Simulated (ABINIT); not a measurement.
# SrTiO3 (Tausonite): G0W0 with ABINIT, start to end

Wanted: ground state, empty states, screening and self-energy for SrTiO3 (Tausonite).

Program: ABINIT 10.8.3. Level of theory: PBE and many-body steps on it, plane waves. Results are calculated unless marked as measured.

**Experimental background.**

- Gap 3.77 eV: direct gap (M0 critical point); spectroscopic ellipsometry, second-derivative fit; 300 K; bulk crystal (commercial single crystal) (“Optical probe of ferroelectric order in bulk and thin film perovskite titanates”, 2013, arxiv:1309.1245).

Report form: the programs' logs are mostly left out.

## (1) The starting structure

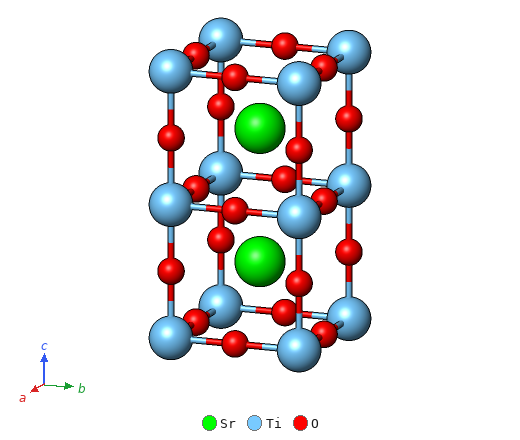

The cell as given, slightly off an axis (strontium green, titanium blue, oxygen red). 1×1×2 cells are drawn. Some periodic images of atoms are drawn too.

As a file:

```cif
data_structure
_symmetry_space_group_name_H-M 'P 1'
_symmetry_Int_Tables_number 1
_cell_length_a 3.9053
_cell_length_b 3.9053
_cell_length_c 3.9053
_cell_angle_alpha 90.000
_cell_angle_beta 90.000
_cell_angle_gamma 90.000
_cell_volume 59.56
loop_
_atom_site_label
_atom_site_type_symbol
_atom_site_fract_x
_atom_site_fract_y
_atom_site_fract_z
_atom_site_occupancy
Sr1 Sr 0.50000 0.50000 0.50000 1
Ti2 Ti 0.00000 0.00000 0.00000 1
O3 O 0.50000 0.00000 0.00000 1
O4 O 0.00000 0.50000 0.00000 1
O5 O 0.00000 0.00000 0.50000 1
```

The cell and positions come from the Crystallography Open Database and are kept as given unless a step says otherwise.

## (2) Ground state

This step: ABINIT 10.8.3; DFT, PBE, plane waves, norm-conserving pseudopotentials.

The ground-state density comes first.

Contents of run.abi:

```
acell 3*1.0 Angstrom
rprim 
  3.905280000000 0.000000000000 0.000000000000
  0.000000000000 3.905280000000 0.000000000000
  0.000000000000 0.000000000000 3.905280000000
ntypat 3
znucl 38 22 8
natom 5
typat 1 2 3 3 3
xred 
  0.500000000000 0.500000000000 0.500000000000
  0.000000000000 0.000000000000 0.000000000000
  0.500000000000 0.000000000000 0.000000000000
  0.000000000000 0.500000000000 0.000000000000
  0.000000000000 0.000000000000 0.500000000000
pp_dirpath "pseudos"
pseudos "Sr.upf, Ti.upf, O.upf"
ecut 38
ngkpt 6 6 6
nshiftk 1
shiftk 0 0 0
kptopt 1
chksymbreak 0
nband 26
occopt 1
tolvrs 1e-10
nstep 60
prtwf 0
optforces 0
optstress 0
indata_prefix "in"
outdata_prefix "out"
tmpdata_prefix "tmp"
```

On the command line:

```
$ OMP_NUM_THREADS=1 mpirun -n 8 abinit run.abi > log
```

Wall time 43 s (8 MPI ranks of Arm Neoverse N1, shared host); peak memory 0.69 GiB; 5.8 min of CPU time.

This step gave:

```
total energy               : -3905.9454 eV
gap                        : 1.908 eV
k of the valence top       : 0.5, 0.5, 0.5
k of the conduction bottom : 0, 0, 0
least direct gap           : 2.263 eV
```

The gap is indirect, with the least direct gap 0.36 eV higher.

## (3) Empty states on the mesh, 4×4×4 mesh, 143 bands

The sums over transitions need many empty states on a uniform mesh; this step solves for them.

run.abi, as its differences from that of step 2:

```diff
@@ -18,3 +18,3 @@
 ecut 38
-ngkpt 6 6 6
+ngkpt 4 4 4
 nshiftk 1
@@ -23,9 +23,10 @@
 chksymbreak 0
-nband 26
+irdden 1
+istwfk *1
+nband 143
+prtvol 0
+optdriver 6
+gwr_task "HDIAGO"
+paral_kgb 0
 occopt 1
-tolvrs 1e-10
-nstep 60
-prtwf 0
-optforces 0
-optstress 0
 indata_prefix "in"
```

It took 5.2 min on 8 MPI ranks; peak memory 9.1 GiB; 42 min of CPU time.

This step gave:

- gap: 1.908 eV
- k of the valence top: 0.5, 0.5, 0.5
- k of the conduction bottom: 0, 0, 0
- least direct gap: 2.263 eV
- k points computed: 10
- lowest point of the top converged band, above the valence top: 77.5025 eV

On this mesh the gap is 1.908 eV.

## (4) Screening, 4×4×4 mesh, 135 bands, screening to 149.7 eV

The RPA dielectric matrix is built and inverted for each q.

This step: RPA screening on PBE, plane waves, norm-conserving pseudopotentials.

run.abi, as its differences from that of step 3:

```diff
@@ -23,10 +23,11 @@
 chksymbreak 0
-irdden 1
 istwfk *1
-nband 143
-prtvol 0
-optdriver 6
-gwr_task "HDIAGO"
-paral_kgb 0
 occopt 1
+irdwfk 1
+optdriver 3
+nband 135
+ecuteps 5.5
+inclvkb 2
+awtr 1
+symchi 1
 indata_prefix "in"
```

Run time: 2.1 min. Hardware: 8 MPI ranks; peak memory 1.9 GiB.

This step gave:

* ε∞ with local fields, on this mesh, along the program's q direction: 6.402
* the same without local fields: 6.771
* plasma frequency: 30.43 eV
* plane waves in the screening matrix: 251

Local fields lower ε∞ by 5 %. On a Γ-centred mesh this coarse the value itself is usually too large, while a short band sum pulls it down.

## (5) Self-energy, 4×4×4 mesh, 135 bands, screening to 149.7 eV

The self-energy is evaluated for the states that the input lists, and the levels follow from it, in one-shot runs by the linearised quasiparticle equation.

This step: G0W0 on PBE, plane waves, norm-conserving pseudopotentials.

run.abi, as its differences from that of step 4:

```diff
@@ -26,8 +26,17 @@
 irdwfk 1
-optdriver 3
+optdriver 4
 nband 135
+gwcalctyp 0
+ecutsigx 38
+symsigma 1
+nkptgw 2
+kptgw 
+  0.5000000000 0.5000000000 0.5000000000
+  0.0000000000 0.0000000000 0.0000000000
+bdgw 
+  18 23
+  18 23
 ecuteps 5.5
-inclvkb 2
-awtr 1
-symchi 1
+irdscr 1
+ppmodel 1
 indata_prefix "in"
```

Run time: 19 s. Hardware: 8 MPI ranks; peak memory 1.8 GiB.

Numbers from this step:

```
G0W0 gap on the points computed              : 3.481 eV
starting gap on the mesh                     : 1.908 eV
k of the valence top                         : 0.5, 0.5, 0.5
k of the conduction bottom                   : 0, 0, 0
Z at the valence top                         : 0.769
Z at the conduction bottom                   : 0.781
least direct G0W0 gap on the computed points : 3.848 eV
```

The gap on the mesh goes from 1.91 eV to 3.48 eV, a correction of +1.57 eV.

Limits: finite bands, cutoff and mesh; no spin-orbit coupling; coarse k mesh. v1 is the top filled band, c1 the lowest empty one. The levels before and after the correction (eV, zero at the valence-band top of each column):

```
           conduction bottom  valence top
Kohn-Sham               1.91         0.00
     G0W0               3.48         0.00
```

```
                         level  energy (eV)
Kohn-Sham  (0.5 0.5 0.5) v3-v1        0.000
Kohn-Sham  (0.5 0.5 0.5) c1-c3        4.517
Kohn-Sham              Γ v3-v1       -0.355
Kohn-Sham              Γ c1-c3        1.908
     G0W0  (0.5 0.5 0.5) v3-v1        0.000
     G0W0  (0.5 0.5 0.5) c1-c3        6.411
     G0W0              Γ v3-v1       -0.367
     G0W0              Γ c1-c3        3.481
```

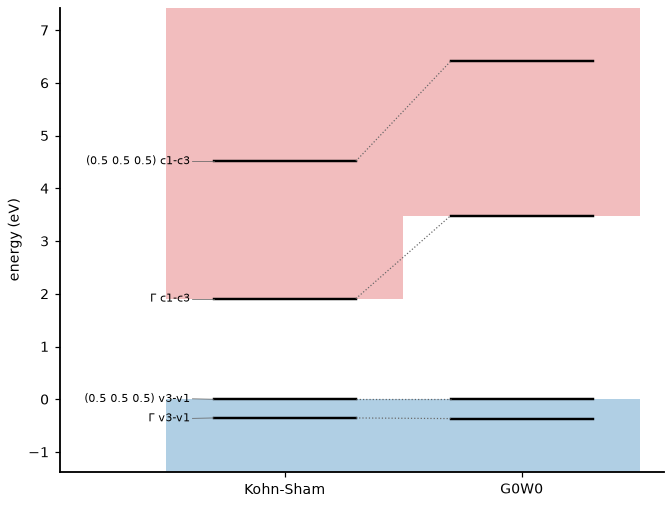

Levels before and after the correction. Shaded: valence and conduction bands.

## (6) Where the time went

Times are wall times on 8 MPI ranks of Arm Neoverse N1, shared host, good to a factor of about two.

```
                    step     time  share  memory (GiB)
            ground state     43 s    9 %          0.69
empty states on the mesh  5.2 min   63 %           9.1
               screening  2.1 min   25 %           1.9
             self-energy     19 s    4 %           1.8
```

## (7) Outcome

- PBE gap: 1.91 eV, indirect
- G0W0 gap on the mesh: 3.48 eV
- GW settings: 4×4×4 mesh, 135 bands, screening to 149.7 eV, Godby-Needs plasmon pole
- known limits: not at the basis limit; no spin-orbit coupling; coarse k mesh

What this shows: G0W0 moves the gap on the mesh from 1.91 eV to 3.48 eV (+1.57 eV), with Z of 0.77 and 0.78 at the edges. Local fields lower the RPA ε∞ on this mesh from 6.77 to 6.40; a Γ-centred mesh this coarse tends to raise both, most where the direct gap is narrow, while a short band sum lowers them. Only 2 of the mesh's irreducible points were corrected, so a valley elsewhere could overtake. The dearest step here is «empty states on the mesh». Against experiment, by G0W0@PBE: the direct gap of 3.85 eV lies +0.08 eV from the measured 3.77 eV (direct, 300 K, 2013). An exciton line or allowed optical edge lies below the quasiparticle gap by the binding energy; a forbidden edge can push the onset above it. The calculation has static nuclei and no excitons; a measured gap holds zero-point and thermal motion, which mostly lowers it. Bands and cutoff are finite, so the gap is not at the basis limit. The miss can reach some tenths of an eV and take either sign; the mesh is an error of its own. In the G0W0 run levels were corrected at 2 k points alone, so a gap called «on the mesh» is the least over those, and an edge elsewhere would be missed. The 4×4×4 mesh is coarse for this cell, which bears on the long-range parts of exchange and screening. This is the ideal cubic cell; many perovskites, halides above all, are cubic only on average, and local tilts or off-centring can widen the gap. The many-body steps are scalar-relativistic: spin-orbit coupling is not in them.

[Paths, hosts, dates, memory and timing lines, banners, echoed tables and standing remarks are left out of the program output.]

[Logs are printed without paths, hosts, clocks, repeated set-up lines and the standing remarks that a program may print on its own settings, such as how far it seeks lower states.]

[Runs of the session that timed out or met a known fault of the program may be left out.]

[Hosts, paths, dates, database ids (printed as entryN), source tags and the programs' standing remarks are cut or masked in the printed files.]

[G0W0 gaps are taken among the corrected bands and points alone; a level outside them can change the order at an edge.]

[Where Ansatz stands beside ABINIT at settings called matched, ABINIT's density can come from a denser mesh and the files from another edition; pairs whose starting gaps differed by over 0.03 eV were left out, so agreement reads better than it is.]
